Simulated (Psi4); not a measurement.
# B3LYP/3-21G (sweep point 2) run of PN (phosphorus nitride)

What is the energy change on altering one bond length of PN (phosphorus nitride) at B3LYP/3-21G (sweep point 2)? 

Program for the calculation: Psi4 1.11.

## 1. The system as given

The species is PN (2 atoms), meant as a singlet with charge 0. SMILES: `N#P`. Geometry: the measured bond length.

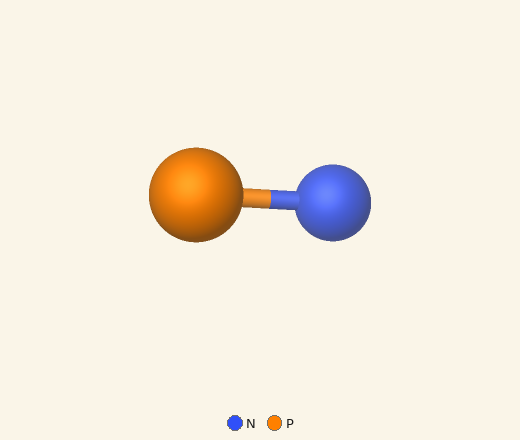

Viewed from a chosen angle; nitrogen blue, phosphorus orange.

## 2. The energy at B3LYP/3-21G (sweep point 2)

Input file calc.py:

```python
import psi4

psi4.set_memory(1600000000)
psi4.set_num_threads(1)
psi4.set_output_file('psi4.out', False)

molecule = psi4.geometry("""
N      0.000000     0.000000     0.000000
P      0.000000     0.000000     1.490866
symmetry c1
""")

options = {'puream': True, 'scf_type': 'pk', 'dft_radial_points': 99, 'dft_spherical_points': 590}
psi4.set_options(options)

E = psi4.energy('b3lyp/3-21G', molecule=molecule)
print(f'b3lyp/3-21G energy: {E:.10f} Eh')
```

Run with:

```console
python calc.py
```

psi4.out:

```text
[...]
  Running in c1 symmetry.
[...]
  Nuclear repulsion =   37.269350243650337
[...]
  Multiplicity = 1
[...]
  Nalpha       = 11
  Nbeta        = 11
[...]
    Number of basis functions: 22
[...]
   @RKS iter   1:  -393.78809421132274   -1.94246e-01   3.17492e-02 ADIIS/DIIS
[...]
   @RKS iter   8:  -394.01681866092696   -2.99059e-08   7.33646e-07 DIIS
[...]
    Orbital Energies [Eh]
    ---------------------
    Doubly Occupied:
       1A    -76.563866     2A    -14.298331     3A     -6.555138
       4A     -4.716564     5A     -4.716053     6A     -4.716053
       7A     -0.893793     8A     -0.482558     9A     -0.342745
      10A     -0.342745    11A     -0.316313
[...]
  @RKS Final Energy:  -394.01681866092696
   => Energetics <=
    Nuclear Repulsion Energy =             37.2693502436503366
    One-Electron Energy =                -617.4187446822629681
    Two-Electron Energy =                 210.3288873053190287
    DFT Exchange-Correlation Energy =     -24.1963115276333838
    Empirical Dispersion Energy =           0.0000000000000000
    VV10 Nonlocal Energy =                  0.0000000000000000
    Total Energy =                       -394.0168186609269583
[...]
 Multipole Moments:
 ------------------------------------------------------------------------------------
     Multipole            Electronic (a.u.)      Nuclear  (a.u.)        Total (a.u.)
 ------------------------------------------------------------------------------------
 L = 1.  Multiply by 2.5417464519 to convert [e a0] to [Debye]
 Dipole X            :         -0.0000000            0.0000000           -0.0000000
 Dipole Y            :          0.0000000            0.0000000            0.0000000
 Dipole Z            :          1.2074322           -0.4240837            0.7833485
 Magnitude           :                                                    0.7833485
[...]
```

The script printed:

```text
b3lyp/3-21G energy: -394.0168186609 Eh
```

It took 4.8 s on 1 thread of Intel Xeon Platinum 8259CL at 2.50GHz (Skylake/Cascade Lake), shared host; peak memory 0.26 GiB.

## 3. The distorted shape at the same level

Input file np.py:

```python
import psi4

psi4.set_memory('1600 MB')
psi4.set_num_threads(1)
psi4.set_output_file('psi4.out', False)

geom = psi4.geometry("""
0 1
N      0.000000     0.000000    -0.298134
P      0.000000     0.000000     1.490866
units angstrom
symmetry c1
""")

psi4.set_options({
    'puream': True,
    'scf_type': 'pk',
    'dft_radial_points': 99,
    'dft_spherical_points': 590,
})

E, wfn = psi4.energy('b3lyp/3-21G', molecule=geom, return_wfn=True)
print(f'b3lyp/3-21G energy: {E:.10f} Eh')
```

Run with:

```console
python np.py
```

psi4.out:

```text
[...]
  Running in c1 symmetry.
[...]
  Nuclear repulsion =   31.058472398183344
[...]
  Multiplicity = 1
[...]
  Nalpha       = 11
  Nbeta        = 11
[...]
    Number of basis functions: 22
[...]
   @RKS iter   1:  -393.78497580712735   -5.23843e-01   2.85440e-02 DIIS/ADIIS
[...]
   @RKS iter   9:  -393.98076424890434   -1.15621e-08   6.58484e-07 DIIS
[...]
    Orbital Energies [Eh]
    ---------------------
    Doubly Occupied:
       1A    -76.593413     2A    -14.340131     3A     -6.569926
       4A     -4.732841     5A     -4.732841     6A     -4.730989
       7A     -0.804675     8A     -0.525030     9A     -0.318995
      10A     -0.302626    11A     -0.302626
[...]
  @RKS Final Energy:  -393.98076424890434
   => Energetics <=
    Nuclear Repulsion Energy =             31.0584723981833442
    One-Electron Energy =                -604.9994109826836848
    Two-Electron Energy =                 204.0183198638582667
    DFT Exchange-Correlation Energy =     -24.0581455282622088
    Empirical Dispersion Energy =           0.0000000000000000
    VV10 Nonlocal Energy =                  0.0000000000000000
    Total Energy =                       -393.9807642489043360
[...]
 Multipole Moments:
 ------------------------------------------------------------------------------------
     Multipole            Electronic (a.u.)      Nuclear  (a.u.)        Total (a.u.)
 ------------------------------------------------------------------------------------
 L = 1.  Multiply by 2.5417464519 to convert [e a0] to [Debye]
 Dipole X            :         -0.0000000            0.0000000           -0.0000000
 Dipole Y            :         -0.0000000            0.0000000           -0.0000000
 Dipole Z            :          1.1797591           -0.5088893            0.6708698
 Magnitude           :                                                    0.6708698
[...]
```

Standard output:

```text
b3lyp/3-21G energy: -393.9807642489 Eh
```

It took 5.4 s on 1 thread of Intel Xeon Platinum 8259CL at 2.50GHz (Skylake/Cascade Lake), shared host; peak memory 0.25 GiB.

## 4. Outcome

Level: B3LYP/3-21G (sweep point 2).

```
                                                         quantity          value
                                        first shape: total energy  -394.01682 Eh
                                       first shape: dipole moment         1.99 D
                                         first shape: HOMO energy       -8.61 eV
                                         first shape: LUMO energy       -1.98 eV
                                       first shape: HOMO–LUMO gap        6.62 eV
                                    distorted shape: total energy  -393.98076 Eh
                                   distorted shape: dipole moment         1.71 D
                                     distorted shape: HOMO energy       -8.23 eV
                                     distorted shape: LUMO energy       -3.23 eV
                                   distorted shape: HOMO–LUMO gap        5.00 eV
energy change with the N1–P2 bond stretched from 1.491 to 1.789 Å       0.981 eV
```

What this shows: With the N1–P2 bond stretched from 1.491 to 1.789 Å the energy rises by 0.98 eV (94.7 kJ/mol). The first shape isn't relaxed at this level, so the change isn't measured from a minimum.
